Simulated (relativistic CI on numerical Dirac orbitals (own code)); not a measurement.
**Nd⁺: one ion under different settings**

Aim: see what numerical and physical settings do to the SCF, the total energy and the lowest levels of Nd⁺.

Method: Dirac-Coulomb-Breit CI, KLI orbitals optimised for each configuration, model QED (radiative potential, 1s self-energy scaled to tabulated hydrogen-like ionisation energies), numerical settings as typed. Code: relativistic CI on numerical Dirac orbitals (own code) version 3.

## (1) Starting point

```
ion            : Nd⁺ (Nd II)
nuclear charge : 60
electrons      : 59
isotope        : A = 142
```

## (2) An attempt

Settings, as recorded:

```ini
atom Nd  Z=60  charge=1  electrons=59
nucleus A=142  rms_radius_fm=4.9123
hamiltonian dirac-coulomb  breit=on  qed=on  c_scale=1
orbitals kli  potential=per-configuration
slater_scale 1
correlation none
mixing on
grid step=0.0125 r_max=129.7
scf mixing=0.4 start=green max_iterations=1 tolerance=2e-08 node_fill=0.05
configurations
  [Xe] 4f4 6s
end
```

The run is started by

```bash
$ python run_levels.py task.json out
```

The settings of every run stand in task.json; they run in order.

Results of the run (chosen fields of its result record, rounded):

```text
status: not_converged
warnings: ["SCF of 1s2 2s2 2p6 3s2 3p6 3d10 4s2 4p6 4d10 4f4 5s2 5p6 6s did not converge"]
scf_steps of the first configuration [iteration, E_Ha, residual, outer_eigenvalue_Ha]:
  - [1, -9618.038495, 1.32, -0.4551]
```

It took 0.02 s on 1 thread, shared host.

Cause: the run ended without a result. The SCF ran into its iteration limit before the residual met the tolerance. The input had iteration limit 1. The cure is to restore the usual settings of the SCF.

## (3) A try

Settings, as recorded:

```ini
atom Nd  Z=60  charge=1  electrons=59
nucleus A=142  rms_radius_fm=4.9123
hamiltonian dirac-coulomb  breit=on  qed=on  c_scale=0.2
orbitals kli  potential=per-configuration
slater_scale 1
correlation none
mixing on
grid step=0.0125 r_max=129.7
scf mixing=0.4 start=green max_iterations=80 tolerance=2e-08 node_fill=0.05
configurations
  [Xe] 4f4 6s
end
```

Result record:

```text
status: not_converged
warnings: ["SCF of 1s2 2s2 2p6 3s2 3p6 3d10 4s2 4p6 4d10 4f4 5s2 5p6 6s stopped: an orbital could not be found"]
scf_steps of the first configuration [iteration, E_Ha, residual, outer_eigenvalue_Ha]:
  - [0, "-", "-", "1s not found"]
```

Wall time 0.003 s (1 thread, shared host).

What went wrong: the run ended without a result. During the SCF the search lost an orbital: no solution with the right number of nodes was found in that cycle's potential. The input had speed-of-light factor 0.2. The cure is to restore the usual settings.

## (4) The mended input

Settings, as recorded:

```ini
atom Nd  Z=60  charge=1  electrons=59
nucleus A=142  rms_radius_fm=4.9123
hamiltonian dirac-coulomb  breit=on  qed=on  c_scale=1
orbitals kli  potential=per-configuration
slater_scale 1
correlation none
mixing on
grid step=0.0125 r_max=129.7
scf mixing=0.4 start=green max_iterations=150 tolerance=2e-08 node_fill=0.05
configurations
  [Xe] 4f4 6s
end
```

Result record:

```text
status: converged
levels [i, E_cm, J2, conf, term, w_term, w_jj]:
  - [0, 0, 7, "4f4 6s", "6I", 0.9837, 0.3999]
  - [1, 659.0985, 9, "4f4 6s", "6I", 0.9093, 0.4883]
  - [2, 1577.0179, 11, "4f4 6s", "6I", 0.9191, 0.495]
  - [3, 2565.7007, 9, "4f4 6s", "4I", 0.9073, 0.5117]
  - [4, 2669.9503, 13, "4f4 6s", "6I", 0.9412, 0.6837]
  - [5, 3891.8523, 15, "4f4 6s", "6I", 0.9617, 0.5118]
  - [6, 4045.4074, 11, "4f4 6s", "4I", 0.9185, 0.6176]
  - [7, 5209.3549, 17, "4f4 6s", "6I", 0.9756, 0.4617]
  - [8, 5591.0884, 13, "4f4 6s", "4I", 0.9365, 0.4592]
  - [9, 7189.4838, 15, "4f4 6s", "4I", 0.9483, 0.4625]
  - [10, 13247.5, 1, "4f4 6s", "6F", 0.9649, 0.6598]
  - [11, 13470.098, 3, "4f4 6s", "6F", 0.9541, 0.4421]
  - [12, 13866.928, 5, "4f4 6s", "6F", 0.9424, 0.5069]
  - [13, 14466.273, 7, "4f4 6s", "6F", 0.9497, 0.407]
  - "... 16 more rows left out ..."
total_energy [Ha]: -9611.2558597
n_levels_all: 208
overlap: 1.4196e-11
scf_iterations: [14]
orbital_energies [Ha]: {"1s": -1592.39, "2s": -257.883, "2p1/2": -243.919, "2p3/2": -224.859, "3s": -56.412, "3p1/2": -50.472, "3p3/2": -46.6554, "3d3/2": -36.3478, "3d5/2": -35.5239, "4s": -11.597, "4p1/2": -9.35482, "4p3/2": -8.53729, "4d3/2": -4.85586, "4d5/2": -4.71174, "5s": -1.96511, "5p1/2": -1.36948, "5p3/2": -1.25947, "4f5/2": -0.557004, "4f7/2": -0.542197, "6s": -0.574682}
configurations [conf, odd, states, E_av_Ha, breit_Ha, qed_Ha]:
  - ["4f4 6s", 0, 2002, -9624.927295, 8.3, 5.546]
scf_steps of the first configuration [iteration, E_Ha, residual, outer_eigenvalue_Ha]:
  - [1, -9618.038495, 1.32, -0.4551]
  - [2, -9624.118429, 0.492, -0.3877]
  - [3, -9624.691467, 0.285, -0.4394]
  - [4, -9624.727233, 0.264, -0.4472]
  - [5, -9624.928104, 0.00827, -0.562]
  - [6, -9624.927993, 0.0076, -0.563]
  - [7, -9624.927502, 0.002, -0.5723]
  - [8, -9624.927236, 0.000398, -0.5752]
  - [9, -9624.92733, 0.000168, -0.5744]
  - [10, -9624.927295, 4.32e-06, -0.5747]
  - [11, -9624.927295, 2.69e-06, -0.5747]
  - [12, -9624.927295, 4.32e-07, -0.5747]
  - [13, -9624.927295, 1.21e-07, -0.5747]
  - [14, -9624.927295, 4.07e-09, -0.5747]
```

It took 0.24 s on 1 thread, shared host.

## (5) Tolerance 1e-05

Changes to the settings of step 4:

```diff
@@ -8,3 +8,3 @@
 grid step=0.0125 r_max=129.7
-scf mixing=0.4 start=green max_iterations=150 tolerance=2e-08 node_fill=0.05
+scf mixing=0.4 start=green max_iterations=150 tolerance=1e-05 node_fill=0.05
 configurations
```

Result record:

```text
status: converged
levels [i, E_cm, J2, conf, term, w_term]:
  - [0, 0, 7, "4f4 6s", "6I", 0.9837]
  - [1, 659.09901, 9, "4f4 6s", "6I", 0.9093]
  - [2, 1577.024, 11, "4f4 6s", "6I", 0.9191]
  - [3, 2565.6755, 9, "4f4 6s", "4I", 0.9073]
  - [4, 2669.9633, 13, "4f4 6s", "6I", 0.9412]
  - [5, 3891.8723, 15, "4f4 6s", "6I", 0.9617]
  - [6, 4045.3902, 11, "4f4 6s", "4I", 0.9185]
  - [7, 5209.3818, 17, "4f4 6s", "6I", 0.9756]
  - "... 22 more rows left out ..."
total_energy [Ha]: -9611.2558592
n_levels_all: 208
overlap: 1.41981e-11
scf_iterations: [10]
orbital_energies [Ha]: {"1s": -1592.39, "2s": -257.883, "2p1/2": -243.919, "2p3/2": -224.859, "3s": -56.412, "3p1/2": -50.472, "3p3/2": -46.6554, "3d3/2": -36.3478, "3d5/2": -35.5238, "4s": -11.597, "4p1/2": -9.35482, "4p3/2": -8.53729, "4d3/2": -4.85585, "4d5/2": -4.71174, "5s": -1.96511, "5p1/2": -1.36948, "5p3/2": -1.25947, "4f5/2": -0.557002, "4f7/2": -0.542196, "6s": -0.574683}
configurations [conf, odd, states, E_av_Ha, breit_Ha, qed_Ha]:
  - ["4f4 6s", 0, 2002, -9624.927295, 8.3, 5.546]
scf_steps of the first configuration [iteration, E_Ha, residual, outer_eigenvalue_Ha]:
  - [1, -9618.038495, 1.32, -0.4551]
  - [2, -9624.118429, 0.492, -0.3877]
  - [3, -9624.691467, 0.285, -0.4394]
  - [4, -9624.727233, 0.264, -0.4472]
  - [5, -9624.928104, 0.00827, -0.562]
  - [6, -9624.927993, 0.0076, -0.563]
  - [7, -9624.927502, 0.002, -0.5723]
  - [8, -9624.927236, 0.000398, -0.5752]
  - [9, -9624.92733, 0.000168, -0.5744]
  - [10, -9624.927295, 4.32e-06, -0.5747]
```

It took 0.21 s on 1 thread, shared host.

## (6) Grid step 0.04, iteration limit 30, QED terms off

Settings, as recorded:

```ini
atom Nd  Z=60  charge=1  electrons=59
nucleus A=142  rms_radius_fm=4.9123
hamiltonian dirac-coulomb  breit=on  qed=off  c_scale=1
orbitals kli  potential=per-configuration
slater_scale 1
correlation none
mixing on
grid step=0.04 r_max=129.7
scf mixing=0.4 start=green max_iterations=30 tolerance=2e-08 node_fill=0.05
configurations
  [Xe] 4f4 6s
end
```

Result record:

```text
status: converged
levels [i, E_cm, J2, conf, term, w_term]:
  - [0, 0, 7, "4f4 6s", "6I", 0.9838]
  - [1, 656.36501, 9, "4f4 6s", "6I", 0.9103]
  - [2, 1569.2407, 11, "4f4 6s", "6I", 0.9197]
  - [3, 2562.3458, 9, "4f4 6s", "4I", 0.9083]
  - [4, 2656.3831, 13, "4f4 6s", "6I", 0.9416]
  - [5, 3872.2819, 15, "4f4 6s", "6I", 0.962]
  - [6, 4034.3488, 11, "4f4 6s", "4I", 0.9192]
  - [7, 5183.8527, 17, "4f4 6s", "6I", 0.9759]
  - "... 22 more rows left out ..."
total_energy [Ha]: -9616.8006716
n_levels_all: 208
overlap: 3.76918e-08
scf_iterations: [14]
orbital_energies [Ha]: {"1s": -1592.39, "2s": -257.883, "2p1/2": -243.919, "2p3/2": -224.859, "3s": -56.412, "3p1/2": -50.472, "3p3/2": -46.6554, "3d3/2": -36.3478, "3d5/2": -35.5239, "4s": -11.597, "4p1/2": -9.35482, "4p3/2": -8.53729, "4d3/2": -4.85585, "4d5/2": -4.71174, "5s": -1.96511, "5p1/2": -1.36948, "5p3/2": -1.25947, "4f5/2": -0.557003, "4f7/2": -0.542197, "6s": -0.574682}
configurations [conf, odd, states, E_av_Ha, breit_Ha, qed_Ha]:
  - ["4f4 6s", 0, 2002, -9624.926635, 8.3, 0]
scf_steps of the first configuration [iteration, E_Ha, residual, outer_eigenvalue_Ha]:
  - [1, -9618.037824, 1.32, -0.4551]
  - [2, -9624.117751, 0.492, -0.3877]
  - [3, -9624.690792, 0.285, -0.4394]
  - [4, -9624.714689, 0.271, -0.4446]
  - [5, -9624.927542, 0.00845, -0.5616]
  - [6, -9624.926726, 0.00605, -0.5682]
  - [7, -9624.926793, 0.00161, -0.5726]
  - [8, -9624.926571, 0.000438, -0.5752]
  - [9, -9624.926671, 0.000174, -0.5744]
  - [10, -9624.926635, 4.05e-06, -0.5747]
  - [11, -9624.926635, 1.43e-06, -0.5747]
  - [12, -9624.926635, 3.65e-07, -0.5747]
  - [13, -9624.926635, 7.57e-08, -0.5747]
  - [14, -9624.926635, 2.51e-09, -0.5747]
```

It took 0.098 s on 1 thread, shared host.

## (7) Start potential previous, QED terms off, end of the grid 194.55

Changes to the settings of step 6:

```diff
@@ -7,4 +7,4 @@
 mixing on
-grid step=0.04 r_max=129.7
-scf mixing=0.4 start=green max_iterations=30 tolerance=2e-08 node_fill=0.05
+grid step=0.0125 r_max=194.55
+scf mixing=0.4 start=previous max_iterations=150 tolerance=2e-08 node_fill=0.05
 configurations
```

Result record:

```text
status: converged
levels [i, E_cm, J2, conf, term, w_term]:
  - [0, 0, 7, "4f4 6s", "6I", 0.9838]
  - [1, 656.36965, 9, "4f4 6s", "6I", 0.9103]
  - [2, 1569.2537, 11, "4f4 6s", "6I", 0.9197]
  - [3, 2562.353, 9, "4f4 6s", "4I", 0.9083]
  - [4, 2656.4056, 13, "4f4 6s", "6I", 0.9416]
  - [5, 3872.3145, 15, "4f4 6s", "6I", 0.962]
  - [6, 4034.3688, 11, "4f4 6s", "4I", 0.9192]
  - [7, 5183.8953, 17, "4f4 6s", "6I", 0.9759]
  - "... 22 more rows left out ..."
total_energy [Ha]: -9616.8013318
n_levels_all: 208
overlap: 1.41964e-11
scf_iterations: [26]
orbital_energies [Ha]: {"1s": -1592.39, "2s": -257.883, "2p1/2": -243.919, "2p3/2": -224.859, "3s": -56.412, "3p1/2": -50.472, "3p3/2": -46.6554, "3d3/2": -36.3478, "3d5/2": -35.5239, "4s": -11.597, "4p1/2": -9.35482, "4p3/2": -8.53729, "4d3/2": -4.85586, "4d5/2": -4.71174, "5s": -1.96511, "5p1/2": -1.36948, "5p3/2": -1.25947, "4f5/2": -0.557004, "4f7/2": -0.542197, "6s": -0.574682}
configurations [conf, odd, states, E_av_Ha, breit_Ha, qed_Ha]:
  - ["4f4 6s", 0, 2002, -9624.927295, 8.3, 0]
scf_steps of the first configuration [iteration, E_Ha, residual, outer_eigenvalue_Ha]:
  - [1, -9609.725376, 2.39, -0.3164]
  - [2, -9624.155619, 0.859, -0.6737]
  - [3, -9624.794485, 0.41, -0.547]
  - [4, -9624.869389, 0.288, -0.5029]
  - [5, -9624.929852, 0.116, -0.3906]
  - [6, -9624.92984, 0.116, -0.3905]
  - [7, -9624.929868, 0.112, -0.3967]
  - [8, -9624.919031, 0.291, -0.6703]
  - [9, -9624.928112, 0.0447, -0.4988]
  - [10, -9624.925624, 0.0612, -0.4837]
  - ["...", "...", "...", "..."]
  - [17, -9624.927185, 0.000883, -0.5742]
  - [18, -9624.927307, 0.00105, -0.575]
  - [19, -9624.9273, 0.000384, -0.5747]
  - [20, -9624.927289, 0.000104, -0.5747]
  - [21, -9624.927292, 2.88e-05, -0.5747]
  - [22, -9624.927295, 5.38e-06, -0.5747]
  - [23, -9624.927295, 1.52e-06, -0.5747]
  - [24, -9624.927295, 5.87e-07, -0.5747]
  - [25, -9624.927295, 1.14e-07, -0.5747]
  - [26, -9624.927295, 1.71e-08, -0.5747]
```

It took 0.27 s on 1 thread, shared host.

## (8) Potential mixing 0.2

Settings, as recorded:

```ini
atom Nd  Z=60  charge=1  electrons=59
nucleus A=142  rms_radius_fm=4.9123
hamiltonian dirac-coulomb  breit=on  qed=on  c_scale=1
orbitals kli  potential=per-configuration
slater_scale 1
correlation none
mixing on
grid step=0.0125 r_max=129.7
scf mixing=0.2 start=green max_iterations=150 tolerance=2e-08 node_fill=0.05
configurations
  [Xe] 4f4 6s
end
```

Result record:

```text
status: converged
levels [i, E_cm, J2, conf, term, w_term]:
  - [0, 0, 7, "4f4 6s", "6I", 0.9837]
  - [1, 659.0985, 9, "4f4 6s", "6I", 0.9093]
  - [2, 1577.0179, 11, "4f4 6s", "6I", 0.9191]
  - [3, 2565.7007, 9, "4f4 6s", "4I", 0.9073]
  - [4, 2669.9503, 13, "4f4 6s", "6I", 0.9412]
  - [5, 3891.8523, 15, "4f4 6s", "6I", 0.9617]
  - [6, 4045.4075, 11, "4f4 6s", "4I", 0.9185]
  - [7, 5209.3549, 17, "4f4 6s", "6I", 0.9756]
  - "... 22 more rows left out ..."
total_energy [Ha]: -9611.2558597
n_levels_all: 208
overlap: 1.41951e-11
scf_iterations: [41]
orbital_energies [Ha]: {"1s": -1592.39, "2s": -257.883, "2p1/2": -243.919, "2p3/2": -224.859, "3s": -56.412, "3p1/2": -50.472, "3p3/2": -46.6554, "3d3/2": -36.3478, "3d5/2": -35.5239, "4s": -11.597, "4p1/2": -9.35482, "4p3/2": -8.53729, "4d3/2": -4.85586, "4d5/2": -4.71174, "5s": -1.96511, "5p1/2": -1.36948, "5p3/2": -1.25947, "4f5/2": -0.557004, "4f7/2": -0.542197, "6s": -0.574682}
configurations [conf, odd, states, E_av_Ha, breit_Ha, qed_Ha]:
  - ["4f4 6s", 0, 2002, -9624.927295, 8.3, 5.546]
scf_steps of the first configuration [iteration, E_Ha, residual, outer_eigenvalue_Ha]:
  - [1, -9618.038495, 1.32, -0.4551]
  - [2, -9622.040544, 0.914, -0.4186]
  - [3, -9624.186447, 0.478, -0.3737]
  - [4, -9623.576395, 0.596, -0.3695]
  - [5, -9619.558121, 1.08, -0.3753]
  - [6, -9624.075432, 0.596, -0.3413]
  - [7, -9624.874124, 0.361, -0.2595]
  - [8, -9624.880467, 0.358, -0.2534]
  - [9, -9624.882758, 0.352, -0.2559]
  - [10, -9624.871768, 0.21, -0.4274]
  - ["...", "...", "...", "..."]
  - [32, -9624.92729, 8.55e-05, -0.5747]
  - [33, -9624.92729, 6.01e-05, -0.5747]
  - [34, -9624.927296, 6.43e-06, -0.5747]
  - [35, -9624.927295, 3.86e-06, -0.5747]
  - [36, -9624.927295, 7.16e-07, -0.5747]
  - [37, -9624.927295, 7.71e-07, -0.5747]
  - [38, -9624.927295, 6.23e-08, -0.5747]
  - [39, -9624.927295, 3.43e-08, -0.5747]
  - [40, -9624.927295, 2.47e-08, -0.5747]
  - [41, -9624.927295, 3.13e-09, -0.5747]
```

Run time: 0.42 s. Hardware: 1 thread, shared host.

## (9) Comparison

| setting | total energy less usual (Ha) | largest shift of a level among the lowest eight of both runs, same label and place (cm⁻¹) | SCF iterations | time | lowest level | kind of change |
| --- | --- | --- | --- | --- | --- | --- |
| usual | 0 | 0 | 14 | 0.24 s | 4f4 6s 6I7/2 | - |
| tolerance 1e-05 | 4.26e-07 | 0.0269 | 10 | 0.21 s | 4f4 6s 6I7/2 | numerical |
| grid step 0.04, iteration limit 30, QED terms off | -5.54 | 25.5 | 14 | 0.098 s | 4f4 6s 6I7/2 | model term |
| start potential previous, QED terms off, end of the grid 194.55 | -5.55 | 25.5 | 26 | 0.27 s | 4f4 6s 6I7/2 | model term |
| potential mixing 0.2 | 0 | 0 | 41 | 0.42 s | 4f4 6s 6I7/2 | numerical |

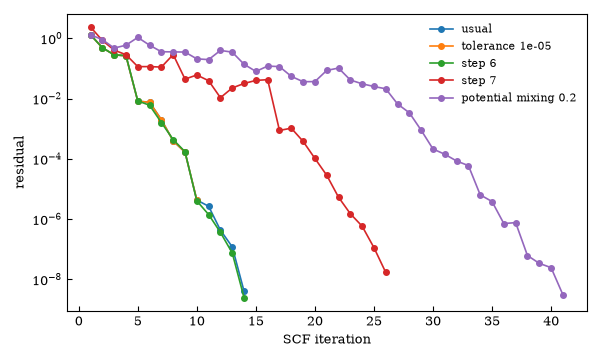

Residual of the first configuration's SCF.

## (10) What came out

| quantity | value |
| --- | --- |
| lowest level, usual settings | 4f4 6s 6I7/2 |
| total energy | -9611.2559 Ha |
| first excitation | 659.1 cm⁻¹ |
| runs without a result | 2 |

In words: Among the runs whose levels can be followed, they move most under «grid step 0.04, iteration limit 30, QED terms off» (model term), by up to 25.5 cm⁻¹. No visible change in the result comes from «tolerance 1e-05» or «potential mixing 0.2». «Potential mixing 0.2» costs 41 SCF iterations against 14. Only the listed configurations are in the model. Near neutrality, missing correlation can shift configurations against each other by thousands of cm⁻¹.
